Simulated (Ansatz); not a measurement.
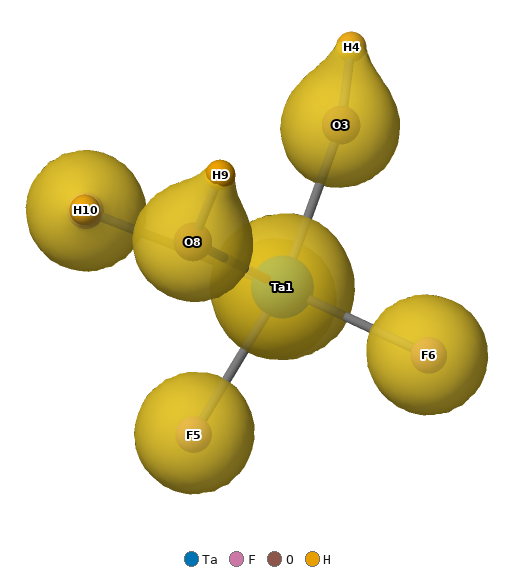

Figure. F$_{4}$H$_{3}$O$_{2}$Ta. Isosurface of the electron density at 1.5 e/Å³ (yellow), seen at a tilt.

Core potentials replace the inner electrons of Ta.

All numbers below come from Ansatz 0.2.0, RKS B3LYP-D4/def2-SVP.

Input

```
crystal:
  periodic: [false, false, false]
  atoms:
    - { symbol: Ta, position_ang: [-0.400958, 0.40476, 0.257461] }
    - { symbol: F, position_ang: [2.600744, -0.446724, 0.361858] }
    - { symbol: O, position_ang: [-0.514499, -0.238579, 2.04392] }
    - { symbol: H, position_ang: [-0.29243, -0.950567, 2.65589] }
    - { symbol: F, position_ang: [0.196149, 0.816031, -1.49122] }
    - { symbol: F, position_ang: [-2.09502, 1.173462, 0.144819] }
    - { symbol: F, position_ang: [-0.379039, -1.394897, -0.312939] }
    - { symbol: O, position_ang: [0.93765, 1.749276, 0.843448] }
    - { symbol: H, position_ang: [1.054032, 1.875517, 1.796193] }
    - { symbol: H, position_ang: [2.654971, 0.47842, 0.298871] }
basis:
  gaussian: { orbitals: def2-SVP }
hamiltonian:
  xc: b3lyp
  dispersion: d4
relax:
  f_tol: 0.03
  max_steps: 50
output:
  orbitals: {}
```

Run with:

```sh
ansatz run input.yaml --threads 4 --pin off --max-ram 5120MiB --backend cpu --events-out ev --progress --plain --runs-dir out
```

The fields are those of the run's last geometry, not of the input's.

### How is the density connected at this value?

At this value the surface falls into seven separate pieces. It bridges the sampled O–H (0.96 Å) contacts, where the density stays above the isovalue. It is pinched off along the sampled Ta–F (1.87 Å), Ta–O (1.90 Å) and Ta–O (2.00 Å) contacts. On the grid the lowest density along these lines, outside the cores, is 0.98 e/Å³ (Ta–F, 1.87 Å), 0.93 e/Å³ (Ta–O, 1.90 Å), 2.3 e/Å³ (O–H, 0.96 Å) and 0.82 e/Å³ (Ta–O, 2.00 Å).
